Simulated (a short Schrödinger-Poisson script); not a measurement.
Stack: MOS inversion layer, SiO2 on p-type Ge(100), at 300 K.

```csv
layer,material,thickness (nm),Na (cm⁻³)
1,SiO2,2.2,-
2,Ge,210,3.8e18
```

The device is made up for the run: typed textbook-type constants, with dimensions and the other settings drawn at random. SiO2: permittivity 3.9, conduction-band edge (eV) 3.1, gap (eV) 9, electron mass (mₑ) 0.5. Ge: permittivity 16, conduction-band edge (eV) 0, gap (eV) 0.664, Nv at 300 K (cm⁻³) 6e18.

Channel valleys (confinement mass, in-plane density-of-states mass, number): L4 0.12, 0.295, 4. At the gate the conduction-band edge of layer 1 lies 3.5 eV − eVg above the Fermi level of the channel; the field vanishes at the back. Gaps are held at their typed values at every temperature. Mesh 0.03 nm at interfaces.

Solved with a short Schrödinger-Poisson script written for these runs: 1D Poisson equation in equilibrium, electrons quantum, Hartree (BenDaniel-Duke, 12 states a valley, the channel's in-plane mass for all, wave functions ending at the dielectric), parabolic valleys, classical holes, full ionisation, no traps, pinning or gate leakage.

Only gate voltages with over 1e8 electrons/cm² are shown.

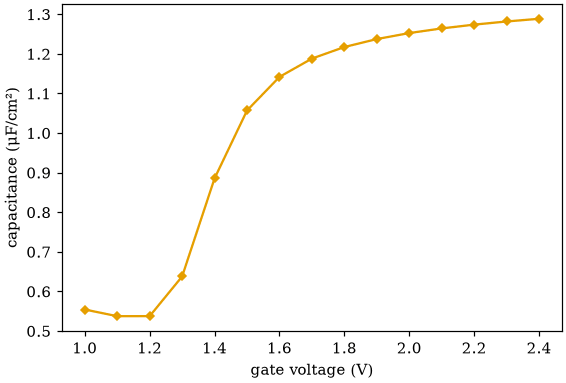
Figure. Quasi-static capacitance against gate voltage

| Vg (V) | electrons (cm⁻²) | C (μF/cm²) | L4 E0 (meV) | L4 E1 (meV) |
|---|---|---|---|---|
| 1 | 1.31e8 | 0.554 | 296.9 | 460.4 |
| 1.2 | 9.48e9 | 0.538 | 186.2 | 367.7 |
| 1.4 | 3.47e11 | 0.886 | 92.8 | 288.1 |
| 1.6 | 1.49e12 | 1.14 | 54.0 | 257.6 |
| 1.8 | 2.92e12 | 1.22 | 35.1 | 245.1 |
| 2 | 4.45e12 | 1.25 | 22.6 | 238.4 |
| 2.2 | 6.02e12 | 1.27 | 13.0 | 234.2 |
| 2.4 | 7.62e12 | 1.29 | 5.2 | 231.3 |

Subbands count from the Fermi level.

Only the L valleys are kept; under strong confinement the Δ valleys of Ge fill too.
